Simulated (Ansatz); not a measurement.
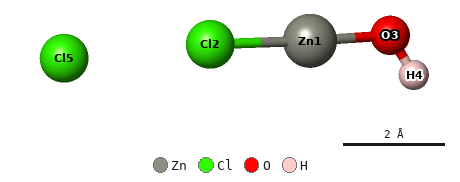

Starting structure of ZnHOCl$_{2}$ (multiplicity 2). A ball-and-stick model, seen at a tilt.

The run prepares an end point of a later path (reaction) calculation, from a guessed geometry.

Computed with Ansatz, UHF/def2-SVP.

Input
```yaml
crystal:
  periodic: [false, false, false]
  atoms:
    - { symbol: Zn, position_ang: [0.012399, -0.044661, -0.04721] }
    - { symbol: Cl, position_ang: [-0.012503, 0.045033, 2.158846] }
    - { symbol: O, position_ang: [0.018504, -0.06665, -1.825294] }
    - { symbol: H, position_ang: [0.238702, -0.859778, -2.28519] }
    - { symbol: Cl, position_ang: [-0.002403, 0.008655, 5.401747] }
magnetization:
  spin_polarized: true
  initial_magnetization: 1
basis:
  gaussian: { orbitals: def2-SVP }
hamiltonian:
  xc: hf
relax:
  f_tol: 0.03
  max_steps: 50
```

Command:
```bash
ansatz run input.yaml --threads 2 --pin off --max-ram 3072MiB --backend cpu --events-out ev --progress --plain --runs-dir out
```

Question: What does the optimiser find from here?

Answer: After 6 geometry steps the energy has fallen by 5.51 kJ/mol. Largest force component: 1.1 eV/Å at the start, 0.011 eV/Å at the end. Cl5 moves most after the best rigid fit: 0.27 Å. Largest moves by element: Cl 0.27 Å, H 0.08 Å, O 0.05 Å, Zn 0.04 Å. Among the contacts that change: Zn1–Cl2 2.208 → 2.136 Å, Zn1–O3 1.778 → 1.774 Å. Among the angles between lasting bonds that change: Zn1–O3–H4 119.9° → 124.0°. The run took 33 s on 2 threads of Arm Neoverse V1, on a shared host, peak memory 0.25 GiB.

History of the run:

```tsv
step	E − E(0), kJ/mol	largest force component, eV/Å
0	0.00	1.0590
1	-3.47	0.3622
2	-4.09	0.0965
3	-5.01	0.1807
4	-5.36	0.0340
5	-5.46	0.0317
6	-5.51	0.0113
```

The structure at the end:

```xyz
5

Zn    0.0124   -0.0446   -0.0878
Cl   -0.0324    0.1167    2.0413
O     0.0276   -0.0993   -1.8611
H     0.2410   -0.8682   -2.3628
Cl    0.0061   -0.0220    5.6734
```

The end point in the same view:

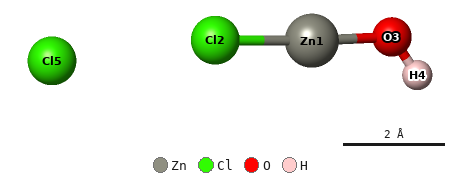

Limits of the set-up: the start holds two separate molecules, 3.2 Å apart at their closest, whose relative position is a soft coordinate and is computed without a dispersion correction; Hartree-Fock leaves out electron correlation.
